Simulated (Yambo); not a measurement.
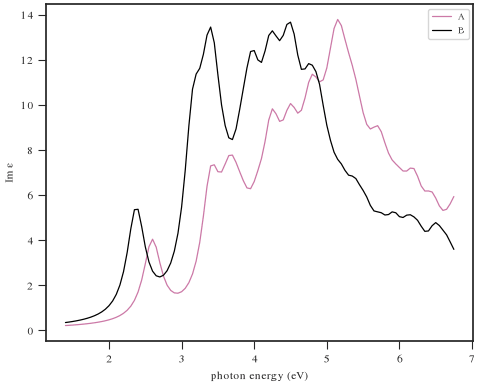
Figure. Two computed absorption spectra of Au2S (space group Pn-3m, No. 224) (Yambo, PBEsol bands with the same scissor, field along x)

Which curve includes the electron-hole attraction (BSE)?

Curve B: the attraction moves weight to lower energy (centre of the plotted range 4.4 eV against 4.8 eV). Settings: 4×4×4 mesh, 23 valence and 6 conduction bands, static screening with 96 bands and a 3 Ry block, scissor 0.58 eV, Tamm-Dancoff. The scissor comes from a G0W0 run whose convergence isn't established. Broadening 0.15 eV. The band window holds all transitions up to 6.8 eV. On this mesh the peak heights and the fine structure are mesh artefacts; only the shift of weight is robust.

Spin-orbit coupling is not included.

Geometry of the Materials Project entry, not relaxed at this level; primitive cell a = 5.274 Å, b = 5.274 Å, c = 5.274 Å, α = 90.00°, β = 90.00°, γ = 90.00°.
